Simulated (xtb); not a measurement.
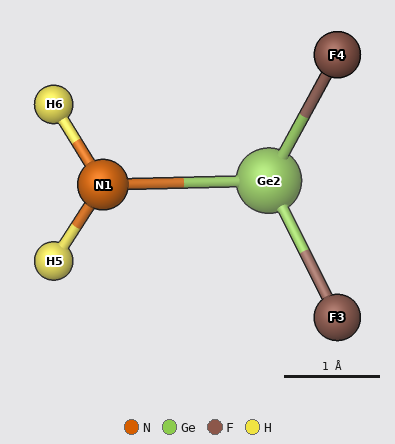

Fig. 1: The starting structure (ball-and-stick view, seen on its broad side; atoms are numbered from 1 in the order of the input). Sticks mark near contacts. Bond lengths as drawn: F–Ge 1.74 Å, Ge–N 1.84 Å and H–N 1.01 Å.

## Geometry relaxation of GeNH2F2 (part 1 of 3)

- system: GeNH2F2, multiplicity 2, SMILES [NH2][Ge]([F])[F]
- method: GFN2-xTB, ALPB solvent nitromethane (xtb 6.7.1)

The geometry comes from this level: PBE0-D4/def2-TZVP.

## The program's output
```
* xtb version 6.7.1
   ID    Z sym.   atoms
    1    7 n      1
    2   32 ge     2
    3    9 f      3, 4
    4    1 h      5, 6

           -------------------------------------------------
          |                Calculation Setup                |
           -------------------------------------------------

          program call               : xtb mol.coord -u 1 --alpb nitromethane bar1M --gfn2 --wbo --input input.inp --opt
          coordinate file            : mol.coord
          omp threads                :                     1

           -------------------------------------------------
          |                 G F N 2 - x T B                 |
           -------------------------------------------------

      * Hamiltonian:
        H0-scaling (s, p, d)           1.850000    2.230000    2.230000
        zeta-weighting                 0.500000
      * Dispersion:
        s8                             2.700000
        a1                             0.520000
        a2                             5.000000
        s9                             5.000000
      * Repulsion:
        kExp                           1.500000    1.000000
        rExp                           1.000000
      * Coulomb:
        alpha                          2.000000
        third order                    shell-resolved
        anisotropic                    true
        a3                             3.000000
        a5                             4.000000
        cn-shift                       1.200000
        cn-exp                         4.000000
        max-rad                        5.000000

      * Solvation model:               ALPB
        Solvent                        nitromethane
        Parameter file                 internal GFN2-xTB/ALPB
        Dielectric constant                3.6562E+01
        Reference state                gsolv [1 bar gas/1 M solution]
        Free energy shift                  5.4475E-03 Eh       3.4184E+00 kcal/mol
        Temperature                        2.9815E+02 K
        Density                            1.1400E+00 kg/L
        Solvent mass                       6.1040E+01 g/mol
        Interaction kernel             P16
        Born radius scaling (c1)           1.7003E+00
        Born radii integrator          GBOBC
        Born offset                        0.0000E+00 a0       0.0000E+00 AA
        H-bond correction              true
        Ion screening                  false
        Surface tension                    1.0000E-05 Eh       1.5569E+01 dyn/cm
        Grid points                               230 per atom

          ...................................................
          :                      SETUP                      :
          :.................................................:
          :  # basis functions                  24          :
          :  # atomic orbitals                  23          :
          :  # shells                           11          :
          :  # electrons                        25          :
          :  max. iterations                   250          :
          :  Hamiltonian                  GFN2-xTB          :
          :  restarted?                      false          :
          :  GBSA solvation                   true          :
          :  PC potential                    false          :
          :  electronic temp.          300.0000000     K    :
          :  accuracy                    1.0000000          :
          :  -> integral cutoff          0.2500000E+02      :
          :  -> integral neglect         0.1000000E-07      :
          :  -> SCF convergence          0.1000000E-05 Eh   :
          :  -> wf. convergence          0.1000000E-03 e    :
          :  Broyden damping             0.4000000          :
          :  net charge                          0          :
          :  unpaired electrons                  1          :
          ...................................................

 iter      E             dE          RMSdq      gap      omega  full diag
   1    -14.2946839 -0.142947E+02  0.129E+01    4.19       0.0  T
   2    -14.5716876 -0.277004E+00  0.141E+01    6.82       1.0  T
   3    -15.3904407 -0.818753E+00  0.525E+00    7.82       1.0  T
   4    -15.4466172 -0.561766E-01  0.295E+00    7.56       1.0  T
   5    -15.4487782 -0.216101E-02  0.113E+00    7.21       1.0  T
   6    -15.4571582 -0.837991E-02  0.255E-01    7.47       1.0  T
   7    -15.4572375 -0.793595E-04  0.146E-01    7.43       1.0  T
   8    -15.4572541 -0.166295E-04  0.374E-02    7.44       1.1  T
   9    -15.4572669 -0.127194E-04  0.147E-02    7.45       2.8  T
  10    -15.4572668  0.846838E-07  0.854E-03    7.45       4.8  T
  11    -15.4572669 -0.831653E-07  0.405E-03    7.45      10.1  T
  12    -15.4572669 -0.441543E-07  0.143E-03    7.45      28.6  T
  13    -15.4572669 -0.726739E-08  0.217E-04    7.45     188.4  T
  14    -15.4572669 -0.186841E-09  0.106E-04    7.45     384.8  T

   *** convergence criteria satisfied after 14 iterations ***

         #    Occupation            Energy/Eh            Energy/eV
      -------------------------------------------------------------
         1        2.0000           -0.8163694             -22.2145
       ...           ...                  ...                  ...
         7        2.0000           -0.5211262             -14.1806
         8        2.0000           -0.5171804             -14.0732
         9        2.0000           -0.5075678             -13.8116
        10        2.0000           -0.5017604             -13.6536
        11        2.0000           -0.4992044             -13.5840
        12        2.0000           -0.4599839             -12.5168
        13        1.0000           -0.3918645             -10.6632 (HOMO)
        14                         -0.1181875              -3.2160 (LUMO)
        15                         -0.1093474              -2.9755
        16                         -0.0530568              -1.4437
        17                          0.0275752               0.7504
        18                          0.0808329               2.1996
       ...                                ...                  ...
        23                          0.8489420              23.1009
      -------------------------------------------------------------
                  HL-Gap            0.2736770 Eh            7.4471 eV
             Fermi-level           -0.3404751 Eh           -9.2648 eV

 SCC (total)                   0 d,  0 h,  0 min,  0.005 sec
 SCC setup                      ...        0 min,  0.000 sec (  4.133%)
 Dispersion                     ...        0 min,  0.000 sec (  0.606%)
 classical contributions        ...        0 min,  0.000 sec (  0.210%)
 integral evaluation            ...        0 min,  0.001 sec ( 13.991%)
 iterations                     ...        0 min,  0.003 sec ( 55.662%)
 molecular gradient             ...        0 min,  0.001 sec ( 22.187%)
 printout                       ...        0 min,  0.000 sec (  2.443%)

         :::::::::::::::::::::::::::::::::::::::::::::::::::::
         ::                     SUMMARY                     ::
         :::::::::::::::::::::::::::::::::::::::::::::::::::::
         :: total energy             -15.407940094240 Eh    ::
         :: total w/o Gsasa/hb       -15.409560336203 Eh    ::
         :: gradient norm              0.049924254234 Eh/a0 ::
         :: HOMO-LUMO gap              7.447130806379 eV    ::
         ::.................................................::
         :: SCC energy               -15.457266523503 Eh    ::
         :: -> isotropic ES            0.023354783115 Eh    ::
         :: -> anisotropic ES         -0.001812516060 Eh    ::
         :: -> anisotropic XC          0.002161030378 Eh    ::
         :: -> dispersion             -0.002430393119 Eh    ::
         :: -> Gsolv                  -0.007337825901 Eh    ::
         ::    -> Gelec               -0.008958067864 Eh    ::
         ::    -> Gsasa               -0.003194978485 Eh    ::
         ::    -> Ghb                 -0.000632297008 Eh    ::
         ::    -> Gshift               0.005447517456 Eh    ::
         :: repulsion energy           0.049326429263 Eh    ::
         :: add. restraining           0.000000000000 Eh    ::
         :: total charge              -0.000000000000 e     ::
         :::::::::::::::::::::::::::::::::::::::::::::::::::::

      -----------------------------------------------------------
     |                   =====================                   |
     |                        A N C O P T                        |
     |                   =====================                   |
     |               Approximate Normal Coordinate               |
     |                Rational Function Optimizer                |
      -----------------------------------------------------------
      -----------------------------------------------------------
     |                   =====================                   |
     |                        A N C O P T                        |
     |                   =====================                   |
     |               Approximate Normal Coordinate               |
     |                Rational Function Optimizer                |
      -----------------------------------------------------------

          ...................................................
          :                      SETUP                      :
          :.................................................:
          :   optimization level            normal          :
          :   max. optcycles                   200          :
          :   ANC micro-cycles                  50          :
          :   degrees of freedom                12          :
          :.................................................:
          :   RF solver                   davidson          :
          :   write xtbopt.log                true          :
          :   linear?                        false          :
          :   energy convergence         0.5000000E-05 Eh   :
          :   grad. convergence          0.1000000E-02 Eh/α :
          :   maxmium RF displ.          1.0000000          :
          :   Hlow (freq-cutoff)         0.5000000E-01      :
          :   Hmax (freq-cutoff)         5.0000000          :
          :   S6 in model hess.         20.0000000          :
          ...................................................

generating ANC from exact Hessian ...
Using Lindh-Hessian (1995)
 Shifting diagonal of input Hessian by    3.8050736808706798E-002
 Lowest  eigenvalues of input Hessian
    0.000000    0.000000    0.000000    0.000000    0.000000    0.000000
    0.050000    0.061319    0.069727    0.097761    0.120077    0.130279
    0.257997    0.580614    0.949084    1.196784    1.257366    1.344352
 Highest eigenvalues
    0.257997    0.580614    0.949084    1.196784    1.257366    1.344352

........................................................................
.............................. CYCLE    1 ..............................
........................................................................

 iter      E             dE          RMSdq      gap      omega  full diag
   1    -15.4572669 -0.154573E+02  0.119E-05    7.45       0.0  T
   2    -15.4572669 -0.888178E-14  0.116E-05    7.45    3512.4  T
   3    -15.4572669 -0.472511E-12  0.406E-06    7.45   10046.4  T
     SCC iter.                  ...        0 min,  0.001 sec
     gradient                   ...        0 min,  0.001 sec
 * total energy  :   -15.4079401 Eh     change       -0.4791012E-10 Eh
   gradient norm :     0.0499236 Eh/α   predicted     0.0000000E+00 (-100.00%)
   displ. norm   :     0.1618867 α      lambda       -0.5026221E-02
   maximum displ.:     0.1044917 α      in ANC's #4, #3, #8, ...

........................................................................
.............................. CYCLE    2 ..............................
........................................................................

 iter      E             dE          RMSdq      gap      omega  full diag
   1    -15.4580659 -0.154581E+02  0.950E-01    7.20       0.0  T
   2    -15.4582234 -0.157523E-03  0.652E-01    7.27       1.0  T
   3    -15.4580963  0.127117E-03  0.335E-01    7.20       1.0  T
   4    -15.4582167 -0.120327E-03  0.172E-01    7.27       1.0  T
   5    -15.4584218 -0.205162E-03  0.270E-02    7.24       1.5  T
   6    -15.4584224 -0.572443E-06  0.992E-03    7.24       4.1  T
   7    -15.4584227 -0.318170E-06  0.219E-03    7.24      18.6  T
   8    -15.4584227 -0.107031E-07  0.176E-04    7.24     231.9  T
   9    -15.4584227 -0.377476E-11  0.282E-05    7.24    1450.0  T
     SCC iter.                  ...        0 min,  0.002 sec
     gradient                   ...        0 min,  0.001 sec
 * total energy  :   -15.4119495 Eh     change       -0.4009391E-02 Eh
   gradient norm :     0.0308717 Eh/α   predicted    -0.2578971E-02 ( -35.68%)
   displ. norm   :     0.2139906 α      lambda       -0.4160472E-02
   maximum displ.:     0.1471477 α      in ANC's #4, #3, #9, ...

........................................................................
.............................. CYCLE    3 ..............................
........................................................................

 iter      E             dE          RMSdq      gap      omega  full diag
   1    -15.4558881 -0.154559E+02  0.140E+00    6.84       0.0  T
   2    -15.4561843 -0.296231E-03  0.962E-01    6.97       1.0  T
   3    -15.4562913 -0.107037E-03  0.566E-01    6.83       1.0  T
   4    -15.4565069 -0.215560E-03  0.251E-01    6.96       1.0  T
   5    -15.4570389 -0.532023E-03  0.359E-02    6.91       1.1  T
   6    -15.4570386  0.320233E-06  0.178E-02    6.91       2.3  T
   7    -15.4570398 -0.117758E-05  0.439E-03    6.91       9.3  T
   8    -15.4570398 -0.284257E-07  0.291E-04    6.90     140.3  T
   9    -15.4570398 -0.457785E-10  0.821E-05    6.90     497.3  T
     SCC iter.                  ...        0 min,  0.001 sec
     gradient                   ...        0 min,  0.001 sec
 * total energy  :   -15.4140904 Eh     change       -0.2140891E-02 Eh
   gradient norm :     0.0083038 Eh/α   predicted    -0.2175497E-02 (   1.62%)
   displ. norm   :     0.0238607 α      lambda       -0.1369359E-03
   maximum displ.:     0.0177910 α      in ANC's #3, #9, #6, ...

........................................................................
.............................. CYCLE    4 ..............................
........................................................................

 iter      E             dE          RMSdq      gap      omega  full diag
   1    -15.4572128 -0.154572E+02  0.125E-01    6.87       0.0  T
   2    -15.4572135 -0.694211E-06  0.816E-02    6.88       1.0  T
   3    -15.4572083  0.511268E-05  0.353E-02    6.87       1.2  T
   4    -15.4572134 -0.502865E-05  0.903E-03    6.88       4.5  T
   5    -15.4572141 -0.714572E-06  0.171E-03    6.88      23.9  T
   6    -15.4572141  0.606349E-09  0.849E-04    6.88      48.1  T
   7    -15.4572141 -0.192342E-08  0.134E-04    6.88     304.4  T
     SCC iter.                  ...        0 min,  0.001 sec
     gradient                   ...        0 min,  0.001 sec
 * total energy  :   -15.4142112 Eh     change       -0.1208198E-03 Eh
   gradient norm :     0.0064056 Eh/α   predicted    -0.6850722E-04 ( -43.30%)
   displ. norm   :     0.0881936 α      lambda       -0.3789634E-03
   maximum displ.:     0.0697635 α      in ANC's #3, #9, #6, ...

........................................................................
.............................. CYCLE    5 ..............................
........................................................................

 iter      E             dE          RMSdq      gap      omega  full diag
   1    -15.4575419 -0.154575E+02  0.505E-01    6.79       0.0  T
   2    -15.4575467 -0.480526E-05  0.319E-01    6.80       1.0  T
   3    -15.4575244  0.222683E-04  0.798E-02    6.78       1.0  T
   4    -15.4575466 -0.221915E-04  0.176E-02    6.80       2.3  T
   5    -15.4575490 -0.237249E-05  0.530E-03    6.80       7.7  T
   6    -15.4575490 -0.379338E-07  0.166E-03    6.80      24.5  T
   7    -15.4575490 -0.623496E-08  0.741E-04    6.80      55.1  T
   8    -15.4575490 -0.174840E-08  0.772E-05    6.80     528.8  T
     SCC iter.                  ...        0 min,  0.001 sec
     gradient                   ...        0 min,  0.001 sec
 * total energy  :   -15.4144186 Eh     change       -0.2073649E-03 Eh
   gradient norm :     0.0023895 Eh/α   predicted    -0.1909548E-03 (  -7.91%)
   displ. norm   :     0.0144766 α      lambda       -0.1676206E-04
   maximum displ.:     0.0094289 α      in ANC's #4, #3, #9, ...

........................................................................
.............................. CYCLE    6 ..............................
........................................................................

 iter      E             dE          RMSdq      gap      omega  full diag
   1    -15.4574049 -0.154574E+02  0.814E-02    6.79       0.0  T
   2    -15.4574052 -0.285772E-06  0.527E-02    6.79       1.0  T
   3    -15.4574028  0.236227E-05  0.237E-02    6.78       1.7  T
   4    -15.4574052 -0.241750E-05  0.507E-03    6.79       8.1  T
   5    -15.4574055 -0.234405E-06  0.128E-03    6.79      31.9  T
   6    -15.4574055 -0.197609E-08  0.191E-04    6.79     214.2  T
   7    -15.4574055 -0.257803E-10  0.826E-05    6.79     494.5  T
     SCC iter.                  ...        0 min,  0.001 sec
     gradient                   ...        0 min,  0.001 sec
 * total energy  :   -15.4144314 Eh     change       -0.1286626E-04 Eh
   gradient norm :     0.0016191 Eh/α   predicted    -0.8381717E-05 ( -34.86%)
   displ. norm   :     0.0306988 α      lambda       -0.1888150E-04
   maximum displ.:     0.0278812 α      in ANC's #4, #9, #8, ...
```
